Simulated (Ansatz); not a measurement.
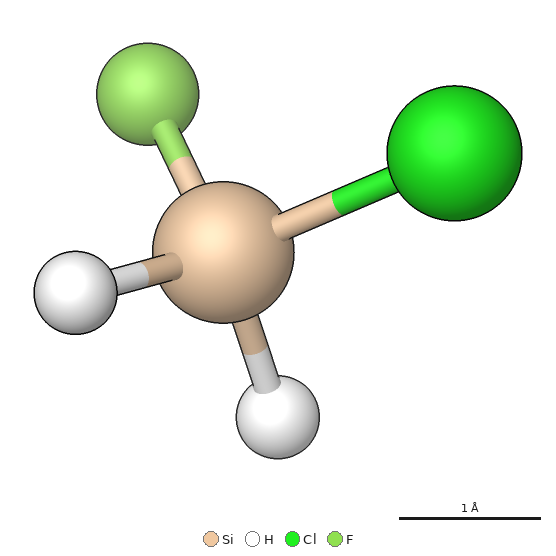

Question: What is the molecular formula?

Answer: ClFH₂Si, 5 atoms: 1 chlorine, 1 fluorine, 2 hydrogen and 1 silicon.

Question: What is the point group of this geometry?

Answer: Cs.

Question: How many sets of symmetry-equivalent atoms are there?

Answer: 4: 1 Si, 2 H, 1 Cl, 1 F.

More results for the same structure follow; atom numbers are the same in all pictures, views and colours differ. Computed geometry: PBE0-D4/def2-TZVP optimisation.

Geometry

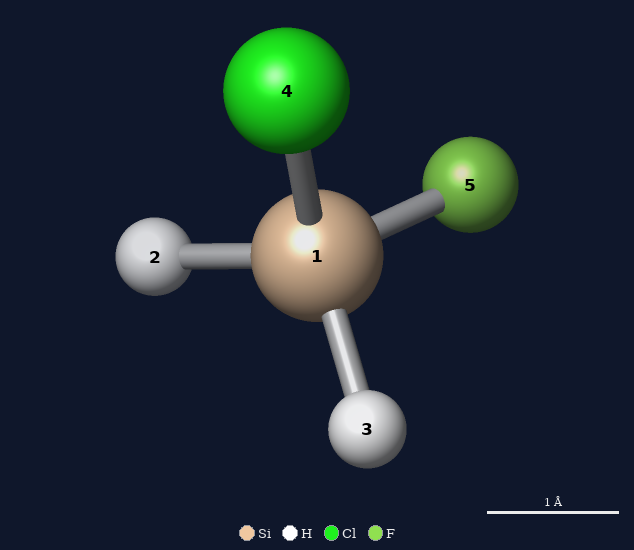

The atoms are numbered.

Estimate the angles H2–Si1–H3, H2–Si1–Cl4, H2–Si1–F5, Cl4–Si1–F5.

```json
{"angle": "H2–Si1–H3", "degrees": "113.6"}
{"angle": "H2–Si1–Cl4", "degrees": "108.8"}
{"angle": "H2–Si1–F5", "degrees": "108.3"}
{"angle": "Cl4–Si1–F5", "degrees": "108.8"}
```

Charges

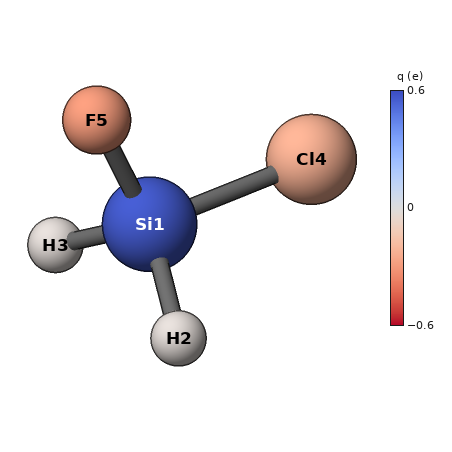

Atoms are coloured by their Mulliken charges. Method: RKS PBE0-D4/def2-TZVP (Ansatz 0.2.0).

Give the Mulliken charges atom by atom.

```
atom  value (e)
 Si1       0.55
  H2      −0.02
  H3      −0.02
 Cl4      −0.22
  F5      −0.29
```

Electronic properties

Properties computed with RKS PBE0-D4/def2-TZVPP (Ansatz 0.2.0).

What does the calculation give?

- HOMO energy (Kohn–Sham orbital): −9.27 eV
- LUMO energy (Kohn–Sham orbital): 0.05 eV
- HOMO–LUMO gap: 9.32 eV

Vibrations

Harmonic vibrations computed with RKS PBE0-D4/def2-TZVP (Ansatz 0.2.0) at a stationary point of the same level.

Question: List the wavenumbers.

Answer: 9 modes: 248, 566, 640, 728, 884, 924, 967, 2278, 2290 cm⁻¹.

Mulliken values depend strongly on the basis set and can even reverse the polarity of a bond.
